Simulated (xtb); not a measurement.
# Geometry relaxation of C3H5F2 (part 1 of 2)

- system: C3H5F2, multiplicity 2, SMILES F[CH]CCF
- method: GFN2-xTB (xtb 6.7.1 later snapshot)

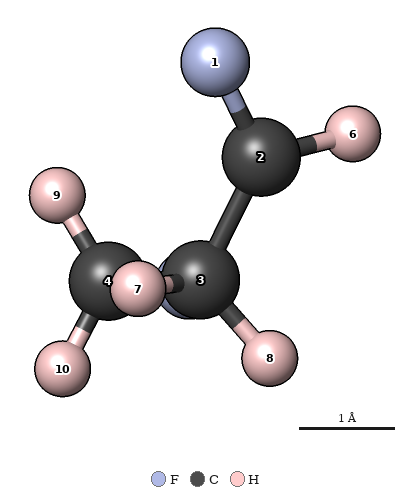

The structure as given in the input (ball-and-stick view, seen at a tilt; atoms are numbered from 1 in the order of the input). Bond lengths as drawn: C–C 1.46 to 1.58 Å, C–F 1.20 to 1.39 Å and C–H 1.04 to 1.17 Å.

Key numbers:

- outcome: converged
- electrons treated: 31
- total energy: −18.354301 hartree
- dispersion energy: −0.004026 hartree
- basis functions: 25
- dipole moment: 2.02 D
- hardware: 1 thread of Arm Neoverse V1, 24 GiB of memory available, shared host
- peak memory: 0.072 GiB

Notes:

Settings chosen away from the usual ones: method = gfn2-xtb; task = optimise; opt_level = sloppy; x = {}; partner = base. These settings are looser than, or depart from, a standard set-up, so the numbers are not reference values for this system. The record of the run, not the program, notes: no spin polarisation: high-spin states lie too high.

Input file (mol.xyz):
```
10

F     -1.81960000    -0.73580000     1.11944000
C     -0.64373000    -0.49352000     1.15098000
C      0.33387000    -0.58941000     0.06747000
C      0.22191000     0.55708000    -1.00821000
F      0.78873000     1.66648000    -0.38640000
H     -0.38379000     0.22427000     2.04034000
H      0.00697000    -1.47104000    -0.45618000
H      1.36393000    -0.70646000     0.44422000
H     -0.78111000     0.82501000    -1.19795000
H      0.87447000     0.30323000    -1.77715000
```

Launch command:
```bash
xtb mol.xyz --gfn2 -o sloppy --uhf 1 -P 1 > run.log
```

The program's output:
```
* xtb version 6.7.1
   ID    Z sym.   atoms
    1    9 F      1, 5
    2    6 C      2-4
    3    1 H      6-10

           -------------------------------------------------
          |                Calculation Setup                |
           -------------------------------------------------

          program call               : xtb mol.xyz --gfn2 -o sloppy --uhf 1 -P 1
          coordinate file            : mol.xyz
          omp threads                :                     1

           -------------------------------------------------
          |                 G F N 2 - x T B                 |
           -------------------------------------------------

      * Hamiltonian:
        H0-scaling (s, p, d)           1.850000    2.230000    2.230000
        zeta-weighting                 0.500000
      * Dispersion:
        s8                             2.700000
        a1                             0.520000
        a2                             5.000000
        s9                             5.000000
      * Repulsion:
        kExp                           1.500000    1.000000
        rExp                           1.000000
      * Coulomb:
        alpha                          2.000000
        third order                    shell-resolved
        anisotropic                    true
        a3                             3.000000
        a5                             4.000000
        cn-shift                       1.200000
        cn-exp                         4.000000
        max-rad                        5.000000

          ...................................................
          :                      SETUP                      :
          :.................................................:
          :  # basis functions                  25          :
          :  # atomic orbitals                  25          :
          :  # shells                           15          :
          :  # electrons                        31          :
          :  max. iterations                   250          :
          :  Hamiltonian                  GFN2-xTB          :
          :  restarted?                      false          :
          :  GBSA solvation                  false          :
          :  PC potential                    false          :
          :  electronic temp.          300.0000000     K    :
          :  accuracy                    1.0000000          :
          :  -> integral cutoff          0.2500000E+02      :
          :  -> integral neglect         0.1000000E-07      :
          :  -> SCF convergence          0.1000000E-05 Eh   :
          :  -> wf. convergence          0.1000000E-03 e    :
          :  Broyden damping             0.4000000          :
          :  net charge                          0          :
          :  unpaired electrons                  1          :
          ...................................................

 iter      E             dE          RMSdq      gap      omega  full diag
   1    -18.4558452 -0.184558E+02  0.399E+00    8.09       0.0  T
   2    -18.4777349 -0.218898E-01  0.226E+00    8.17       1.0  T
   3    -18.4789067 -0.117174E-02  0.912E-01    8.51       1.0  T
   4    -18.4792814 -0.374756E-03  0.176E-01    8.43       1.0  T
   5    -18.4793519 -0.704487E-04  0.613E-02    8.41       1.0  T
   6    -18.4793562 -0.435627E-05  0.252E-02    8.40       1.3  T
   7    -18.4793564 -0.187656E-06  0.337E-03    8.40       9.4  T
   8    -18.4793564 -0.137539E-07  0.134E-03    8.40      23.6  T
   9    -18.4793564 -0.173767E-08  0.395E-04    8.40      80.1  T
  10    -18.4793564 -0.576108E-10  0.120E-04    8.40     263.8  T

   *** convergence criteria satisfied after 10 iterations ***

         #    Occupation            Energy/Eh            Energy/eV
      -------------------------------------------------------------
         1        2.0000           -0.8653694             -23.5479
       ...           ...                  ...                  ...
        10        2.0000           -0.5381016             -14.6425
        11        2.0000           -0.5178306             -14.0909
        12        2.0000           -0.4950007             -13.4697
        13        2.0000           -0.4640380             -12.6271
        14        2.0000           -0.4609962             -12.5443
        15        2.0000           -0.4442093             -12.0876
        16        1.0000           -0.3054050              -8.3105 (HOMO)
        17                          0.0033352               0.0908 (LUMO)
        18                          0.0527899               1.4365
        19                          0.0652505               1.7756
        20                          0.1369868               3.7276
        21                          0.1511210               4.1122
       ...                                ...                  ...
        25                          0.5414096              14.7325
      -------------------------------------------------------------
                  HL-Gap            0.3087402 Eh            8.4012 eV
             Fermi-level           -0.2629210 Eh           -7.1544 eV

 SCC (total)                   0 d,  0 h,  0 min,  0.004 sec
 SCC setup                      ...        0 min,  0.000 sec (  1.844%)
 Dispersion                     ...        0 min,  0.000 sec (  1.221%)
 classical contributions        ...        0 min,  0.000 sec (  0.215%)
 integral evaluation            ...        0 min,  0.000 sec ( 12.166%)
 iterations                     ...        0 min,  0.002 sec ( 53.980%)
 molecular gradient             ...        0 min,  0.001 sec ( 27.149%)
 printout                       ...        0 min,  0.000 sec (  3.032%)

         :::::::::::::::::::::::::::::::::::::::::::::::::::::
         ::                     SUMMARY                     ::
         :::::::::::::::::::::::::::::::::::::::::::::::::::::
         :: total energy             -18.318319988866 Eh    ::
         :: gradient norm              0.281055083789 Eh/a0 ::
         :: HOMO-LUMO gap              8.401248550722 eV    ::
         ::.................................................::
         :: SCC energy               -18.479354611790 Eh    ::
         :: -> isotropic ES            0.019741507964 Eh    ::
         :: -> anisotropic ES          0.000578927277 Eh    ::
         :: -> anisotropic XC         -0.005359970428 Eh    ::
         :: -> dispersion             -0.004081779616 Eh    ::
         :: repulsion energy           0.161034622924 Eh    ::
         :: add. restraining           0.000000000000 Eh    ::
         :: total charge               0.000000000000 e     ::
         :::::::::::::::::::::::::::::::::::::::::::::::::::::

      -----------------------------------------------------------
     |                   =====================                   |
     |                        A N C O P T                        |
     |                   =====================                   |
     |               Approximate Normal Coordinate               |
     |                Rational Function Optimizer                |
      -----------------------------------------------------------

          ...................................................
          :                      SETUP                      :
          :.................................................:
          :   optimization level            sloppy          :
          :   max. optcycles                   200          :
          :   ANC micro-cycles                  20          :
          :   degrees of freedom                24          :
          :.................................................:
          :   RF solver                   davidson          :
          :   write xtbopt.log                true          :
          :   linear?                        false          :
          :   energy convergence         0.1000000E-03 Eh   :
          :   grad. convergence          0.6000000E-02 Eh/α :
          :   maximum RF displ.          1.0000000          :
          :   Hlow (freq-cutoff)         0.1000000E-01      :
          :   Hmax (freq-cutoff)         5.0000000          :
          :   S6 in model hess.         20.0000000          :
          ...................................................

generating ANC from exact Hessian ...
Using Lindh-Hessian (1995)
 Shifting diagonal of input Hessian by    1.4895028699586851E-003
 Lowest  eigenvalues of input Hessian
    0.000000    0.000000    0.000000    0.000000    0.000000    0.000000
    0.010000    0.011538    0.017283    0.041005    0.056833    0.059115
    0.068266    0.077718    0.096155    0.112714    0.161313    0.172852
 Highest eigenvalues
    1.106074    1.145487    1.303953    1.373258    1.409177    2.184486

........................................................................
.............................. CYCLE    1 ..............................
........................................................................

 iter      E             dE          RMSdq      gap      omega  full diag
   1    -18.4793564 -0.184794E+02  0.127E-05    8.40       0.0  T
   2    -18.4793564 -0.209610E-12  0.679E-06    8.40    4656.9  T
   3    -18.4793564 -0.710543E-14  0.235E-06    8.40   13433.7  T
     SCC iter.                  ...        0 min,  0.001 sec
     gradient                   ...        0 min,  0.001 sec
 * total energy  :   -18.3183200 Eh     change       -0.2147971E-10 Eh
   gradient norm :     0.2810539 Eh/α   predicted     0.0000000E+00 (-100.00%)
   displ. norm   :     0.2360622 α      lambda       -0.4766287E-01
   maximum displ.:     0.1080729 α      in ANC's #24, #8, #9, ...

........................................................................
.............................. CYCLE    2 ..............................
........................................................................

 iter      E             dE          RMSdq      gap      omega  full diag
   1    -18.4858248 -0.184858E+02  0.535E-01    9.43       0.0  T
   2    -18.4864847 -0.659853E-03  0.302E-01    9.29       1.0  T
   3    -18.4865446 -0.599469E-04  0.131E-01    9.23       1.0  T
   4    -18.4865449 -0.329760E-06  0.332E-02    9.23       1.0  T
   5    -18.4865461 -0.117957E-05  0.451E-03    9.24       7.0  T
   6    -18.4865462 -0.369359E-07  0.223E-03    9.24      14.2  T
   7    -18.4865462 -0.219732E-08  0.462E-04    9.24      68.5  T
   8    -18.4865462 -0.132381E-09  0.774E-05    9.24     408.3  T
     SCC iter.                  ...        0 min,  0.001 sec
     gradient                   ...        0 min,  0.001 sec
 * total energy  :   -18.3486658 Eh     change       -0.3034578E-01 Eh
   gradient norm :     0.0907069 Eh/α   predicted    -0.2515945E-01 ( -17.09%)
   displ. norm   :     0.1379304 α      lambda       -0.8940604E-02
   maximum displ.:     0.0510194 α      in ANC's #24, #17, #21, ...

........................................................................
.............................. CYCLE    3 ..............................
........................................................................

 iter      E             dE          RMSdq      gap      omega  full diag
   1    -18.4898694 -0.184899E+02  0.324E-01    9.82       0.0  T
   2    -18.4900269 -0.157519E-03  0.181E-01    9.77       1.0  T
   3    -18.4900383 -0.113443E-04  0.651E-02    9.73       1.0  T
   4    -18.4900384 -0.166426E-06  0.147E-02    9.73       2.2  T
   5    -18.4900387 -0.307915E-06  0.191E-03    9.74      16.6  T
   6    -18.4900387 -0.125565E-08  0.616E-04    9.74      51.4  T
   7    -18.4900387 -0.436454E-09  0.153E-04    9.74     206.7  T
     SCC iter.                  ...        0 min,  0.001 sec
     gradient                   ...        0 min,  0.001 sec
 * total energy  :   -18.3538143 Eh     change       -0.5148497E-02 Eh
   gradient norm :     0.0187603 Eh/α   predicted    -0.4555348E-02 ( -11.52%)
   displ. norm   :     0.0768328 α      lambda       -0.6932860E-03
   maximum displ.:     0.0407023 α      in ANC's #1, #6, #15, ...

........................................................................
.............................. CYCLE    4 ..............................
........................................................................

 iter      E             dE          RMSdq      gap      omega  full diag
   1    -18.4887789 -0.184888E+02  0.107E-01    9.95       0.0  T
   2    -18.4887941 -0.151672E-04  0.596E-02    9.94       1.0  T
   3    -18.4887950 -0.903619E-06  0.203E-02    9.92       1.6  T
   4    -18.4887950 -0.345509E-07  0.414E-03    9.92       7.6  T
   5    -18.4887950 -0.315158E-07  0.611E-04    9.92      51.7  T
   6    -18.4887950 -0.255177E-09  0.289E-04    9.92     109.2  T
     SCC iter.                  ...        0 min,  0.001 sec
     gradient                   ...        0 min,  0.001 sec
 * total energy  :   -18.3542392 Eh     change       -0.4248912E-03 Eh
   gradient norm :     0.0045811 Eh/α   predicted    -0.3486896E-03 ( -17.93%)
   displ. norm   :     0.0526989 α      lambda       -0.1000583E-03
   maximum displ.:     0.0385389 α      in ANC's #1, #6, #4, ...

........................................................................
.............................. CYCLE    5 ..............................
........................................................................

 iter      E             dE          RMSdq      gap      omega  full diag
   1    -18.4886420 -0.184886E+02  0.601E-02   10.02       0.0  T
   2    -18.4886435 -0.147652E-05  0.352E-02   10.02       1.0  T
   3    -18.4886436 -0.915559E-07  0.600E-03   10.01       5.3  T
   4    -18.4886436 -0.333476E-07  0.147E-03   10.01      21.6  T
   5    -18.4886436 -0.456060E-08  0.402E-04   10.01      78.6  T
   6    -18.4886436 -0.166697E-09  0.189E-04   10.01     167.5  T
     SCC iter.                  ...        0 min,  0.001 sec
     gradient                   ...        0 min,  0.001 sec
 * total energy  :   -18.3543013 Eh     change       -0.6210759E-04 Eh
   gradient norm :     0.0028280 Eh/α   predicted    -0.5016731E-04 ( -19.23%)
   displ. norm   :     0.0318809 α      lambda       -0.2129938E-04
   maximum displ.:     0.0220955 α      in ANC's #1, #2, #4, ...

   *** GEOMETRY OPTIMIZATION CONVERGED AFTER 5 ITERATIONS ***

------------------------------------------------------------------------
 total energy gain   :        -0.0359813 Eh      -22.5786 kcal/mol
 total RMSD          :         0.1188500 a0        0.0629 Å
 total power (kW/mol):       -18.8937653 (step)-6258.7752 (real)
------------------------------------------------------------------------
```
